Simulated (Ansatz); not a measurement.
# CCSD(T)/def2-SVP run of AlSiNH8 (SMILES [AlH3-][NH2+][SiH3])

What is the energy change on altering one bond length of AlSiNH8 at CCSD(T)/def2-SVP? 

The calculation is run with Ansatz 0.2.0.

53 further runs of the same task are left out: 1 that didn't finish, 52 set aside as unsound or not needed.

## (1) The system as given

AlSiNH8 has 11 atoms, charge 0, and is taken as a singlet. SMILES: `[AlH3-][NH2+][SiH3]`. The shape is that of a PBE0-D4/def2-TZVP optimisation.

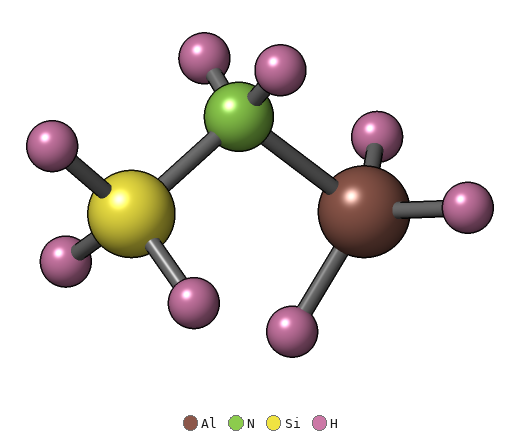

The structure, seen from a chosen angle (aluminium brown, nitrogen green, silicon yellow, hydrogen pink).

## (2) The energy at CCSD(T)/def2-SVP

in.yaml

```yaml
crystal:
  periodic: [false, false, false]
  atoms:
    - symbol: Al
      position_ang: [-0.900100, 1.211100, -0.740800]
    - symbol: "N"
      position_ang: [-0.028300, 0.143500, 0.802700]
    - symbol: Si
      position_ang: [0.876200, -1.248700, 0.128600]
    - symbol: H
      position_ang: [-0.721100, 0.091900, -1.882400]
    - symbol: H
      position_ang: [0.093800, 2.465300, -0.806700]
    - symbol: H
      position_ang: [-2.377200, 1.435300, -0.165100]
    - symbol: H
      position_ang: [0.566700, 0.786500, 1.316700]
    - symbol: H
      position_ang: [-0.768500, -0.144800, 1.435900]
    - symbol: H
      position_ang: [1.651500, -1.882900, 1.228300]
    - symbol: H
      position_ang: [1.794800, -0.716800, -0.896700]
    - symbol: H
      position_ang: [-0.122500, -2.197400, -0.400100]
basis:
  gaussian: {orbitals: def2-SVP}
total_charge: 0
correlation: {method: ccsd_t, frozen_orbitals: {Al: 5, H: 0, "N": 1, Si: 5}}
accuracy: high
scf: {omitted_lower_state_checks: [cluster_reference, increment]}
```

Command:

```bash
$ ansatz run in.yaml --threads 1 --pin off --max-ram 3480MiB --events-out events.jsonl --progress --plain --runs-dir runs
```

Output:

```text
Warning: RAYON_NUM_THREADS=1 ignored (pool sized by the plan → 1); use --threads N
Functional definition: HF
  name "HF"
  exchange = exact_x
  correlation = 0
these checks for a lower state are left out or cut short: cluster_reference, increment
2083 factors; integrals over basis functions are off by at most 3.8e-9 eV
mean field evaluation 1: about -16046.4976 eV, gradient 2.5e1 eV
mean field evaluation 2: about -16046.5045 eV, gradient 2.5e1 eV
mean field evaluation 4: about -16048.3706 eV, gradient 3.0e0 eV
mean field evaluation 8: about -16048.4007 eV, gradient 2.9e-5 eV
mean field -16048.40068997 eV, -589.7678473597 hartree, gradient 6.3e-8 eV, S^2 0.000000; 0 other end points of the search recorded, 0 dependent functions left out
11 core orbitals not correlated: weight in the atoms' cores, before any rotation towards them, 1.000 or more for the frozen orbitals, at most 0.000 for the correlated occupied ones
reference -16048.40068997 eV, -589.7678473597 hartree; 10, 10 occupied and 69, 69 virtual orbitals, 2083 factors
second order -9.95849521 eV of doubles, -0.00000000 eV of singles
cycle   1  -11.01430279 eV  change    -1.1e0 eV  update   7.8e-2
cycle   2  -11.44720295 eV  change   -4.3e-1 eV  update   2.5e-2
cycle   3  -11.47826590 eV  change   -3.1e-2 eV  update   6.9e-3
cycle   4  -11.47576191 eV  change    2.5e-3 eV  update   2.2e-3
cycle   5  -11.47585437 eV  change   -9.2e-5 eV  update   5.7e-4
cycle   6  -11.47572019 eV  change    1.3e-4 eV  update   1.6e-4
cycle   7  -11.47567287 eV  change    4.7e-5 eV  update   4.3e-5
cycle   8  -11.47567413 eV  change   -1.3e-6 eV  update   1.4e-5
cycle   9  -11.47567461 eV  change   -4.8e-7 eV  update   3.8e-6
cycle  10  -11.47567275 eV  change    1.9e-6 eV  update   1.4e-6
cycle  11  -11.47567311 eV  change   -3.6e-7 eV  update   5.3e-7
cycle  12  -11.47567327 eV  change   -1.6e-7 eV  update   1.8e-7
cycle  13  -11.47567343 eV  change   -1.5e-7 eV  update   7.4e-8
cycle  14  -11.47567348 eV  change   -5.8e-8 eV  update   3.5e-8
cycle  15  -11.47567350 eV  change   -1.4e-8 eV  update   2.3e-8
cycle  16  -11.47567379 eV  change   -2.9e-7 eV  update   1.1e-7
cycle  17  -11.47567383 eV  change   -4.0e-8 eV  update   2.6e-8
cycle  18  -11.47567384 eV  change   -9.7e-9 eV  update   6.5e-9
cycle  19  -11.47567384 eV  change  -6.2e-10 eV  update   2.1e-9
perturbative correction -0.24649353 eV, -0.0090584702 hartree
Total energy: -16060.12285734 eV, -590.1986290649 hartree
Checks for a lower state left out: cluster_reference, increment
```

Wall time 16 s (1 thread of Intel Xeon Platinum 8488C (Sapphire Rapids), shared host); peak memory 0.53 GiB.

## (3) The distorted shape

run.yaml

```yaml
crystal:
  periodic: [false, false, false]
  atoms:
    - {symbol: Al, position_ang: [0.281599, 1.031737, -1.201367]}
    - {symbol: N, position_ang: [1.153399, -0.035863, 0.342133]}
    - {symbol: Si, position_ang: [2.057899, -1.428063, -0.331967]}
    - {symbol: H, position_ang: [0.460599, -0.087463, -2.342967]}
    - {symbol: H, position_ang: [1.275499, 2.285937, -1.267267]}
    - {symbol: H, position_ang: [-2.377200, 1.435300, -0.165100]}
    - {symbol: H, position_ang: [1.748399, 0.607137, 0.856133]}
    - {symbol: H, position_ang: [0.413199, -0.324163, 0.975333]}
    - {symbol: H, position_ang: [2.833199, -2.062263, 0.767733]}
    - {symbol: H, position_ang: [2.976499, -0.896163, -1.357267]}
    - {symbol: H, position_ang: [1.059199, -2.376763, -0.860667]}
basis:
  gaussian: {orbitals: def2-SVP}
total_charge: 0
correlation: {method: ccsd_t, frozen_orbitals: {Al: 5, H: 0, "N": 1, Si: 5}}
accuracy: high
scf: {omitted_lower_state_checks: [cluster_reference, increment]}
```

Command:

```bash
$ ansatz run run.yaml --threads 1 --pin off --max-ram 3480MiB --events-out events.jsonl --progress --plain --runs-dir runs
```

Output:

```text
Warning: RAYON_NUM_THREADS=1 ignored (pool sized by the plan → 1); use --threads N
[... 4 set-up lines as earlier in the session ...]
these checks for a lower state are left out or cut short: cluster_reference, increment
2071 factors; integrals over basis functions are off by at most 3.6e-9 eV
mean field evaluation 1: about -16043.0853 eV, gradient 2.4e1 eV
mean field evaluation 2: about -16043.1545 eV, gradient 2.5e1 eV
mean field evaluation 4: about -16045.3118 eV, gradient 3.2e0 eV
mean field evaluation 8: about -16045.3469 eV, gradient 7.2e-2 eV
mean field -16045.34695580 eV, -589.6556246988 hartree, gradient 3.3e-8 eV, S^2 0.000000; 0 other end points of the search recorded, 0 dependent functions left out; unrestricted orbitals would lower it
11 core orbitals not correlated: weight in the atoms' cores, before any rotation towards them, 1.000 or more for the frozen orbitals, at most 0.000 for the correlated occupied ones
reference -16045.34695580 eV, -589.6556246988 hartree; 10, 10 occupied and 69, 69 virtual orbitals, 2071 factors
second order -10.03637504 eV of doubles, -0.00000000 eV of singles
cycle   1  -11.12943333 eV  change    -1.1e0 eV  update   1.1e-1
cycle   2  -11.73690291 eV  change   -6.1e-1 eV  update   5.1e-2
cycle   3  -11.81488383 eV  change   -7.8e-2 eV  update   2.4e-2
cycle   4  -11.79426835 eV  change    2.1e-2 eV  update   9.5e-3
cycle   5  -11.79562792 eV  change   -1.4e-3 eV  update   2.7e-3
cycle   6  -11.79565126 eV  change   -2.3e-5 eV  update   8.9e-4
cycle   7  -11.79559213 eV  change    5.9e-5 eV  update   3.4e-4
cycle   8  -11.79573346 eV  change   -1.4e-4 eV  update   1.6e-4
cycle   9  -11.79578140 eV  change   -4.8e-5 eV  update   6.7e-5
cycle  10  -11.79574615 eV  change    3.5e-5 eV  update   2.7e-5
cycle  11  -11.79575386 eV  change   -7.7e-6 eV  update   1.1e-5
cycle  12  -11.79575139 eV  change    2.5e-6 eV  update   3.7e-6
cycle  13  -11.79575421 eV  change   -2.8e-6 eV  update   1.3e-6
cycle  14  -11.79575572 eV  change   -1.5e-6 eV  update   5.0e-7
cycle  15  -11.79575598 eV  change   -2.7e-7 eV  update   1.9e-7
cycle  16  -11.79575592 eV  change    6.2e-8 eV  update   8.4e-8
cycle  17  -11.79575594 eV  change   -1.7e-8 eV  update   5.8e-8
cycle  18  -11.79575596 eV  change   -2.5e-8 eV  update   8.8e-8
cycle  19  -11.79575583 eV  change    1.3e-7 eV  update   1.4e-7
cycle  20  -11.79575578 eV  change    5.0e-8 eV  update   4.8e-8
cycle  21  -11.79575577 eV  change    8.6e-9 eV  update   2.3e-8
cycle  22  -11.79575577 eV  change    3.8e-9 eV  update   2.1e-8
cycle  23  -11.79575576 eV  change    4.6e-9 eV  update   2.0e-8
cycle  24  -11.79575577 eV  change   -1.8e-9 eV  update   1.9e-8
cycle  25  -11.79575577 eV  change   -7.8e-9 eV  update   1.9e-8
cycle  26  -11.79575577 eV  change  -6.0e-10 eV  update   1.9e-8
cycle  27  -11.79575573 eV  change    4.4e-8 eV  update   1.9e-8
cycle  28  -11.79575571 eV  change    2.1e-8 eV  update   7.5e-9
cycle  29  -11.79575570 eV  change    8.7e-9 eV  update   2.7e-9
cycle  30  -11.79575570 eV  change    2.9e-9 eV  update  9.7e-10
cycle  31  -11.79575570 eV  change   4.8e-10 eV  update  3.0e-10
perturbative correction -0.30021381 eV, -0.0110326539 hartree
Total energy: -16057.44292530 eV, -590.1001433791 hartree
Checks for a lower state left out: cluster_reference, increment
```

It took 23 s on 1 thread of Intel Xeon Platinum 8488C (Sapphire Rapids), shared host; peak memory 0.52 GiB.

## (4) Summary of results

At CCSD(T)/def2-SVP, 11 core orbitals frozen:

| quantity | value |
| --- | --- |
| first shape: total energy | -590.19863 Eh |
| first shape: correlation energy (11 core orbitals frozen) | -430.8 mEh |
| first shape: (T) correction | -9.06 mEh |
| first shape: T1 diagnostic | 0.009 |
| distorted shape: total energy | -590.10014 Eh |
| distorted shape: correlation energy (11 core orbitals frozen) | -444.5 mEh |
| distorted shape: (T) correction | -11.03 mEh |
| distorted shape: T1 diagnostic | 0.024 |
| energy change with the Al1–H6 bond stretched from 1.601 to 2.882 Å | 2.680 eV |

**Reading.** With the Al1–H6 bond stretched from 1.601 to 2.882 Å the energy rises by 2.68 eV (62 kcal/mol). The first shape isn't relaxed at this level, so the change isn't measured from a minimum. The triples (first shape) make up 2.1 % of the correlation energy. The T1 diagnostic (distorted shape) of 0.024 is above the customary mark for such species, so a single reference may not serve. The restricted solution (distorted shape) is unstable to spin breaking: an unrestricted one lies lower. The triples (distorted shape) make up 2.5 % of the correlation energy.
